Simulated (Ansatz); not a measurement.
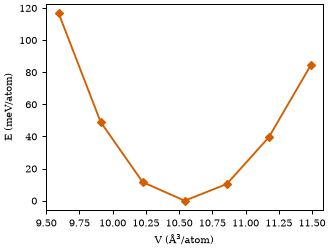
Figure. W₃N₄ in space group Pm-3m (No. 221; N on 1b, N on 3d, W on 3c) under volume change, DFT-r²SCAN in the program Ansatz with PAW potentials, scaled uniformly.

**Question.** What does a third-order Birch–Murnaghan fit give for V₀, B₀ and B′?

**Answer.** V₀ = 10.54 Å³/atom, B₀ = 370 GPa, B′ = 4.4.

The workflow started from an entry of the Crystallography Open Database (COD). Whether it is the stable phase at ambient conditions was not checked. The r²SCAN relaxation kept the symmetry of its start; whether a distortion lowers the energy is not shown. The run is not spin-polarised. Spin–orbit coupling is left out wherever it is not named.

Potentials: the later of the program's two PAW sets.
